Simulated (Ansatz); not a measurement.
## Resistivity from frozen vibrations: Ir(111) with 4 thermally displaced layers, 2x2

Wanted: the phonon-limited resistivity of Ir at 800 K by the Landauer route.

Calculated with Ansatz 0.2.0; Ansatz plane-wave DFT, PBE, PAW files; ballistic transport by layer matching (Landauer), zero bias; PAW set soft_1.

### Step 1. The starting structure

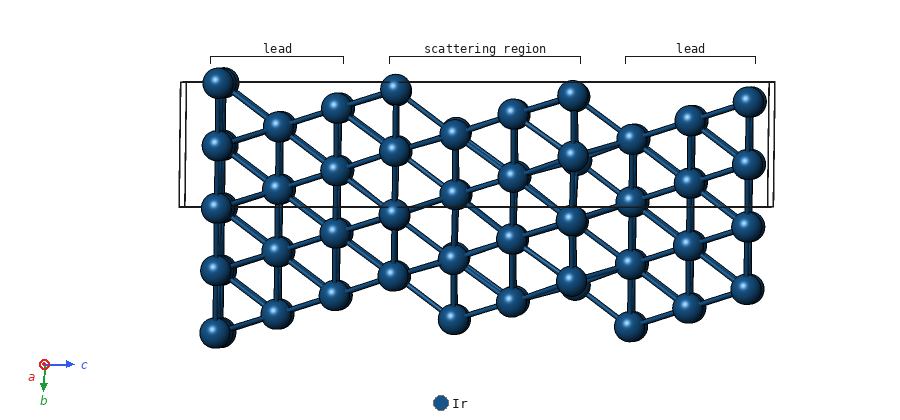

The starting structure, seen from the side, with the c axis across the page (iridium blue). 1×2×1 cells are drawn. Some periodic images of atoms are drawn too.

The cell holds 40 atoms: 40 Ir. Cell: a = 5.430 Å, b = 5.430 Å, c = 22.222 Å, α = 93.5°, β = 86.5°, γ = 120.0°. It derives from Ir. Regions: lead, 24 atoms (24 Ir); scattering region, 16 atoms (16 Ir). The structure is stacked along c, and the current runs across the ab planes.

### Step 2. With 4 displaced layers

Each atom of 4 layers is moved at random, by amounts drawn from a normal law 0.0588 Å wide in each direction from the Debye model (420 K) at 800 K. The layers about the cell's end stay perfect and serve as the lead. Disorder leaves little or no symmetry, which makes such runs dear. Energies from -0.05 to 0.05 eV in steps of 0.05 eV are too few for the program's thermal sum, so it prints no conductance; for a metal the transmission near the Fermi level serves, at a fraction of the cost.

File input.yaml:

```yaml
crystal:
  lattice:
    - [5.4297315514, 0.0, 0.0]
    - [-2.7148657757, 4.7022854592, 0.0]
    - [1.3574328878, -0.7837142432, 22.1667862353]
  atoms:
    - { symbol: Ir, position: [0.9916666667, 0.0083333333, 0.05] }
    - { symbol: Ir, position: [0.9916666667, 0.5083333333, 0.05] }
    - { symbol: Ir, position: [0.4916666667, 0.0083333333, 0.05] }
    - { symbol: Ir, position: [0.4916666667, 0.5083333333, 0.05] }
    - { symbol: Ir, position: [0.1416666667, 0.3583333333, 0.15] }
    - { symbol: Ir, position: [0.1416666667, 0.8583333333, 0.15] }
    - { symbol: Ir, position: [0.6416666667, 0.3583333333, 0.15] }
    - { symbol: Ir, position: [0.6416666667, 0.8583333333, 0.15] }
    - { symbol: Ir, position: [0.2916666667, 0.2083333333, 0.25] }
    - { symbol: Ir, position: [0.2916666667, 0.7083333333, 0.25] }
    - { symbol: Ir, position: [0.7916666667, 0.2083333333, 0.25] }
    - { symbol: Ir, position: [0.7916666667, 0.7083333333, 0.25] }
    - { symbol: Ir, position: [0.9419192272, 0.0569640986, 0.3516993603] }
    - { symbol: Ir, position: [0.9392928533, 0.5517927157, 0.3509594918] }
    - { symbol: Ir, position: [0.462027325, 0.0698688679, 0.3481326399] }
    - { symbol: Ir, position: [0.4240420758, 0.5505552501, 0.3501096584] }
    - { symbol: Ir, position: [0.0656625349, 0.4050455281, 0.4466939776] }
    - { symbol: Ir, position: [0.0804700111, 0.9013854718, 0.4491606981] }
    - { symbol: Ir, position: [0.6027028962, 0.4213169865, 0.4496589335] }
    - { symbol: Ir, position: [0.6021535563, 0.9001680612, 0.4509327313] }
    - { symbol: Ir, position: [0.252370632, 0.2591804936, 0.5480271261] }
    - { symbol: Ir, position: [0.2287215829, 0.7527051549, 0.5505842874] }
    - { symbol: Ir, position: [0.7294917723, 0.2556463995, 0.5495774967] }
    - { symbol: Ir, position: [0.7487109625, 0.7611756056, 0.5509429808] }
    - { symbol: Ir, position: [0.8834264698, 0.1070587469, 0.6520802775] }
    - { symbol: Ir, position: [0.8993006231, 0.5932535798, 0.6540171939] }
    - { symbol: Ir, position: [0.4110159913, 0.1182234866, 0.6507017325] }
    - { symbol: Ir, position: [0.39651804, 0.6274382152, 0.6552015418] }
    - { symbol: Ir, position: [0.0416666667, 0.4583333333, 0.75] }
    - { symbol: Ir, position: [0.0416666667, 0.9583333333, 0.75] }
    - { symbol: Ir, position: [0.5416666667, 0.4583333333, 0.75] }
    - { symbol: Ir, position: [0.5416666667, 0.9583333333, 0.75] }
    - { symbol: Ir, position: [0.1916666667, 0.3083333333, 0.85] }
    - { symbol: Ir, position: [0.1916666667, 0.8083333333, 0.85] }
    - { symbol: Ir, position: [0.6916666667, 0.3083333333, 0.85] }
    - { symbol: Ir, position: [0.6916666667, 0.8083333333, 0.85] }
    - { symbol: Ir, position: [0.8416666667, 0.1583333333, 0.95] }
    - { symbol: Ir, position: [0.8416666667, 0.6583333333, 0.95] }
    - { symbol: Ir, position: [0.3416666667, 0.1583333333, 0.95] }
    - { symbol: Ir, position: [0.3416666667, 0.6583333333, 0.95] }
kpoints:
  mp_grid: { grid: [5, 5, 1] }
hamiltonian:
  xc: pbe
  pseudopotentials: { kind: paw, azcp: { folder: soft_1 } }
scf:
  occupations: { method: fermi_dirac, width: 0.1 }
output:
  transmission:
    leads: [[0, 4]]
    kmesh: [10, 10]
    e_range: [-0.05, 0.05]
    de: 0.05
  write_potential: true
  write_density: true
  volumetric_format: npy
  elf: true
```

Command:

```bash
$ ansatz run input.yaml --threads 4 --pin off --max-ram 15360MiB --backend cpu --events-out ev --progress --plain --runs-dir out
```

Numbers of over 12 decimals in the logs are rounded to 6 here.

Log:

```text
Engine: ansatz 0.2.0, x86_64-unknown-linux-gnu
Pseudopotentials: kind: paw
Pseudopotential: Ir, paw, valence charge 17, recommended cutoff 420 eV (normal), soft_1/Ir.paw.azcp
Functional definition: PBE
  parameter kappa = 0.804
  parameter beta = 0.066725
  exchange = pbe_x(kappa = kappa, mu = beta*pi^2/3)
  correlation = pbe_c(beta = beta)
Crystal: 40 atoms, lattice volume = 565.966 Å³
Basis set: ecut = 420 eV, 11009 PW (Γ)
Bands: 408, of which v1, the nominal top of the filled ones, is band 340 counted from 1 (339 counted from 0)
Symmetry: 1 space group operations
Space group: P1 (ITA 1), of the structure as read, at distance tolerance 8.3e-5 Å
k-points: 13 of 25 (time reversal used)
Non-local potential: Ir, projectors of the file, l = 0: 3, l = 1: 2, l = 2: 2, l = 3: 1
PAW form: soft (Blöchl's): semilocal exchange-correlation on the pseudo side does not see the compensation charge
PAW one-centre angular grid: Ir, 590 points (default); XC on 64 Gauss nodes
Initial density: superposition of atomic densities (chi_scale 0.1, normalization cell)
Initial wavefunctions: pseudopotential atomic-orbital guess
Functional: x = pbe(κ = 0.804, μ = 0.219515), c = pbe(β = 0.066725)
SCF iter   1: F=—  HF=-477475.591841 eV  |F-HF|=—  |Δ(HF+E_count)|=         —  Δρ=4.94e-2  dr2=9.94e0  ethr=3.10e-3  ⟨swp⟩=5.0  Hψ=16948  notcnv=0  defer=51
preconditioner: auto → Kerker (q_TF=auto, 2.813 Å⁻¹)  [metal: Δε(μ)=0.027 eV  Ē_g=7.096 eV  σ=0.100 eV  W_gap=0.07  n_scr=228 (ndim 8)  ℏωp=29.6 eV  f_vac=0.000  D(μ)=33.61/eV (n_scr^D=330)]
SCF iter   2: F=—  HF=-477473.314477 eV  |F-HF|=—  |Δ(HF+E_count)|=    2.28e0  Δρ=2.72e-2  dr2=2.94e0  ethr=1.46e-3  ⟨swp⟩=2.0  Hψ=6427  notcnv=0  defer=254
SCF iter   3: F=—  HF=-477472.476908 eV  |F-HF|=—  |Δ(HF+E_count)|=   8.38e-1  Δρ=3.20e-3  dr2=2.39e-2  ethr=4.33e-4  ⟨swp⟩=2.1  Hψ=7941  notcnv=0  defer=254
SCF iter   4: F=—  HF=-477472.482897 eV  |F-HF|=—  |Δ(HF+E_count)|=   5.99e-3  Δρ=5.84e-4  dr2=2.73e-3  ethr=3.51e-6  ⟨swp⟩=2.0  Hψ=8309  notcnv=0  defer=254
SCF iter   5: F=—  HF=-477472.482447 eV  |F-HF|=—  |Δ(HF+E_count)|=   4.50e-4  Δρ=9.65e-5  dr2=1.81e-4  ethr=4.01e-7  ⟨swp⟩=2.2  Hψ=7294  notcnv=0  defer=254
SCF iter   6: F=—  HF=-477472.482457 eV  |F-HF|=—  |Δ(HF+E_count)|=   1.04e-5  Δρ=1.63e-5  dr2=3.07e-5  ethr=2.66e-8  ⟨swp⟩=1.0  Hψ=5050  notcnv=0  defer=254
SCF iter   7: F=—  HF=-477472.483273 eV  |F-HF|=—  |Δ(HF+E_count)|=   8.16e-4  Δρ=7.17e-6  dr2=1.18e-6  ethr=4.51e-9  ⟨swp⟩=1.0  Hψ=5050  notcnv=0  defer=254
SCF iter   8: F=-477472.483273 eV  HF=-477472.483273 eV  |F-HF|=3.02e-8  |Δ(HF+E_count)|=   6.76e-8  Δρ=1.85e-6  dr2=4.03e-8  ethr=1.47e-11  ⟨swp⟩=7.0  Hψ=12576  notcnv=0
SCF 1 converged in 8 iterations: F = -477472.483273 eV  dr2 = 4.03e-8
  greatest PAW one-centre occupation: 1.000 electrons in one spin orbital (limit 2), on the Ir atom at site 13 (counted from 0), in its partial waves of l = 0
transmission: 216 of 2132 steps passed
transmission: 430 of 2132 steps passed
[...]
transmission: 2132 of 2132 steps passed
SCF converged after 8 iterations
Free energy (F): -477472.483273 eV
Harris-Foulkes:  -477472.483273 eV  (|F-HF|=3.02e-8)
Internal energy: -477471.301847 eV  (E = F + TS)
E sigma→0 (E₀):  -477471.892560 eV
Entropy (-TS):   -1.181425 eV (-29.536 meV/atom)
Fermi energy:    25.830705 eV
--- Per-component energies (eV) ---
  E_band       = -3321.893150
  E_kinetic    = 21626.353793
  E_local      = -44133.038722  (includes V_loc(G=0)·N_el)
  E_nonlocal   = 7597.210107
  E_hartree    = 16548.490531
  E_xc         = -9224.853016
  E_vxc        = -10288.461446  (∫ρ·V_xc dr)
  E_paw        = -370607.795173  (= ΣΔE_a)
  E_vpaw       = -11220.971966  (= ΣTr[D̂ρ^β])
  E_aug_tail   = 0.013920  (compensation charges beyond the density's cutoff)
  E_ewald      = -99277.683287
  E_smearing   = -1.181425  (= −TS)
  E_closure    = 0.000000  (closes the sum)
  Σ components = -477472.483273   (vs F -477472.483273, Δ=0.00e0)
--- Band table (eV; the first three rows and the last of 13) ---
  k-point 0: bands = [... 336 lower, 26.6500, 26.6536, 26.6740, 26.6782, 26.6892, 26.6971, 26.7085, 26.7123, ... 64 higher]
  k-point 1: bands = [... 336 lower, 26.1122, 26.1260, 26.1344, 26.1479, 26.1840, 26.2395, 26.2588, 26.2945, ... 64 higher]
  k-point 2: bands = [... 336 lower, 25.1228, 25.1818, 25.2539, 25.3492, 25.3758, 25.4404, 25.5028, 25.5341, ... 64 higher]
  k-point 12: bands = [... 336 lower, 25.7344, 25.7796, 25.8156, 25.8497, 25.8541, 25.8923, 25.9221, 25.9481, ... 64 higher]
--- Transmission ---
  basis      : 223 plane waves across, 41 finite elements along
  points     : 52, standing for a mesh of 10 x 10
  energies   : 3 from -0.050000 to 0.050000 eV about the Fermi level, 0.050000 eV apart; the leads are filled to 0.000000 eV, and channels, transmission and decay are at 0.000000 eV
  crystal 0  : Ir4, at the sites [0, 4], period 2.2167 Å, over 13.30 Å; its Hamiltonian steps by up to 8.4 meV
    offset         : up to 0.0000 Å between an atom of the period and one for which it stands
    channels       : 5.780000e0 a spin
    conductance    : none, the energies end too early or step too widely for 300 K: set another output.transmission.e_range or a lower de, or, where they end at an eighth of basis.ecutwfc, a higher one
  junction   : crystal 0 to crystal 0, 0.70 to 20.65 Å
    transmission   : 5.127599e0 a spin
    conductance    : none, the energies end too early or step too widely for 300 K: set another output.transmission.e_range or a lower de, or, where they end at an eighth of basis.ecutwfc, a higher one
```

Run time: 3.9 min. Hardware: 4 threads of Intel Xeon Platinum 8488C (Sapphire Rapids), shared host; peak memory 5.2 GiB.

Reading the cycles: dr2 is the Hartree energy of the density residual (eV), the measure of convergence; HF is the Harris–Foulkes estimate of the energy, which meets the free energy F at convergence.

This step gave:

| Property | Result |
| --- | --- |
| free energy | -477472.4833 eV |
| energy at zero smearing | -477471.8926 eV |
| Fermi energy | 25.83 eV |
| cell area | 25.53 Å² |
| transmission at the energy nearest the Fermi level, one spin | 5.128 |
| channels at the energy nearest the Fermi level, one spin | 5.78 |
| step of the lead's Hamiltonian | 8.4 meV |

Per spin. The transmission, zone mean by energy, zero at the Fermi level:

```tsv
energy (eV)	transmission, zone mean
-0.0500	5.21
0.0000	5.13
0.0500	5.41
```

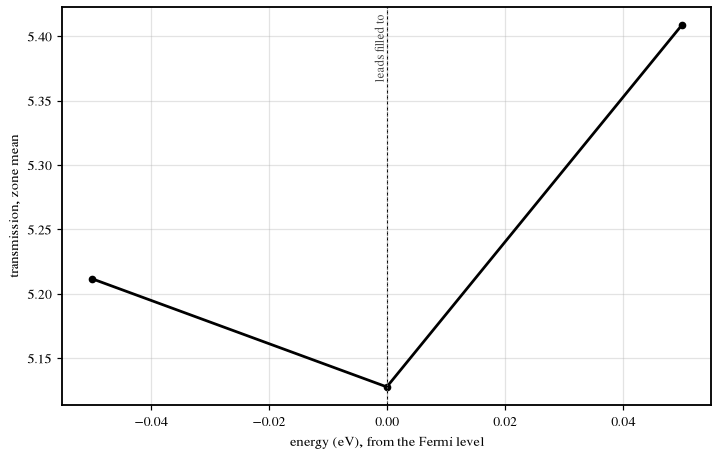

Transmission, zone mean, plotted against energy.

Per spin. Table of open channels, zone mean, lead by energy, zero at the Fermi level:

```tsv
energy (eV)	open channels, zone mean, lead
-0.0500	5.9
0.0000	5.78
0.0500	6.14
```

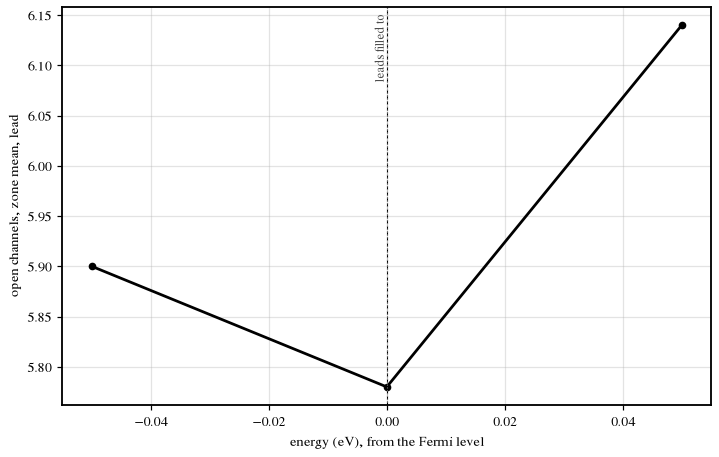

Open channels, zone mean, lead against energy.

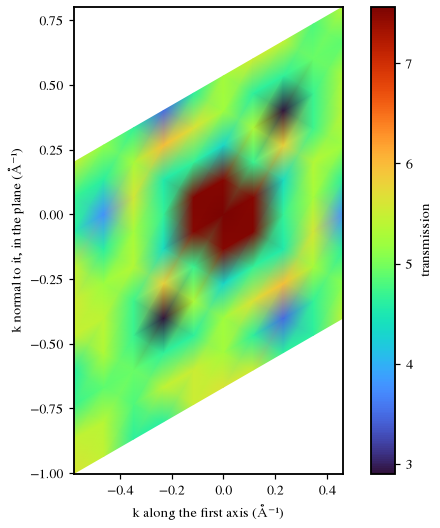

Transmission over k1 and k2. At 0.0000 eV from the Fermi level.

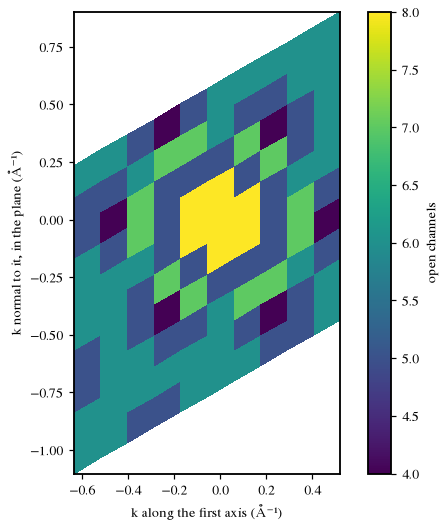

Open channels over k1 and k2. At 0.0000 eV from the Fermi level.

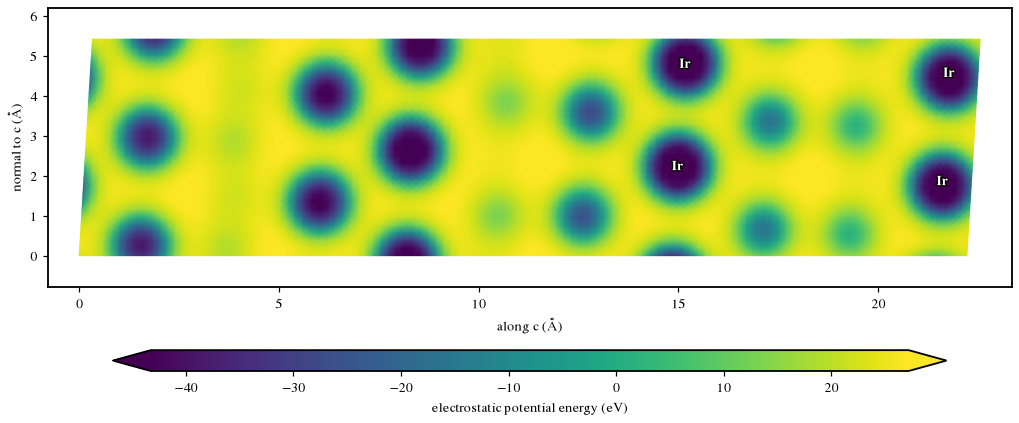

Electrostatic potential energy in the ca plane at fractional y = 0.118, with atoms of Ir within 0.2 Å of it. With pseudopotentials it is smooth inside the atoms' cores, unlike the true potential.

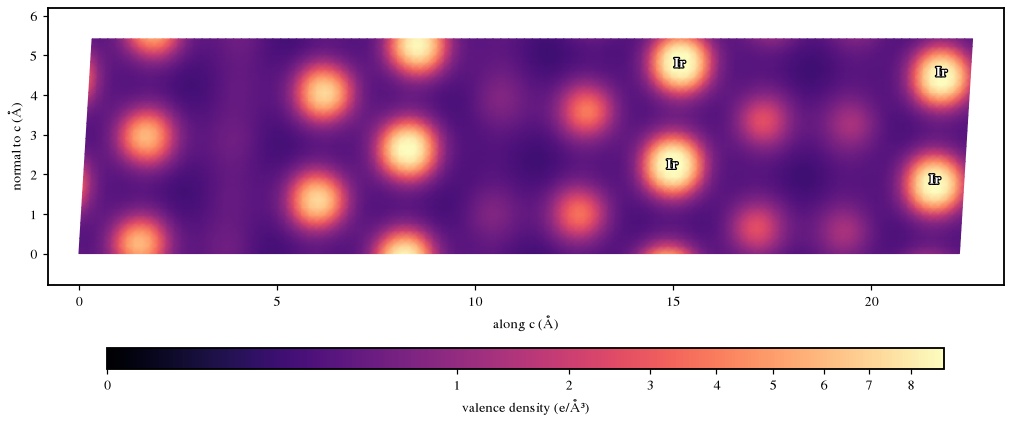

Valence density in the ca plane at fractional y = 0.118, with atoms of Ir within 0.2 Å of it. It is the smooth field of the valence electrons, not physical close to the nuclei. The colour scale is stretched toward low values.

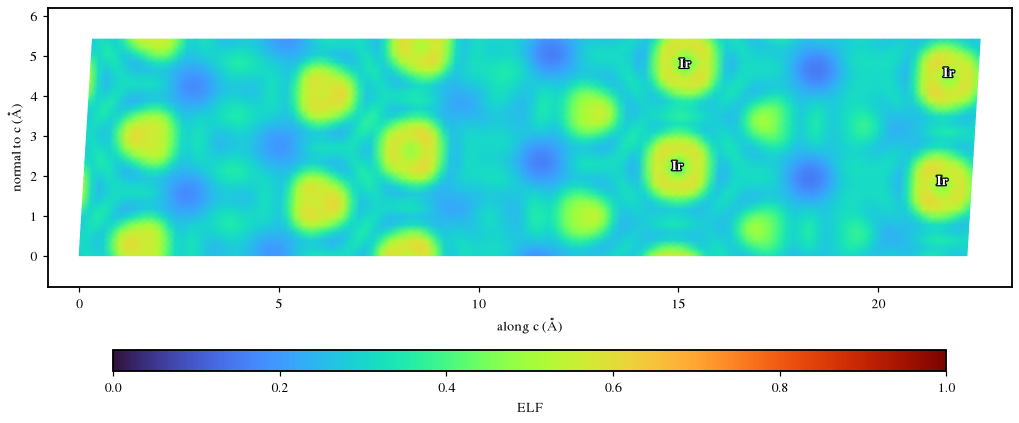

ELF in the ca plane at fractional y = 0.118, with atoms of Ir within 0.2 Å of it. It is the smooth field of the valence electrons, not physical close to the nuclei.

Over the solved energies the transmission per spin lies between 5.13 and 5.41, out of 5.94 channels of the lead on average (up to 6.14).

[end of part 1 of 2]

[Logs are printed without paths, hosts, clocks, repeated set-up lines and the standing remarks that a program may print on its own settings, such as how far it seeks lower states.]

[Hosts, paths, dates, database ids (printed as entryN), source tags and the programs' standing remarks are cut or masked in the printed files.]
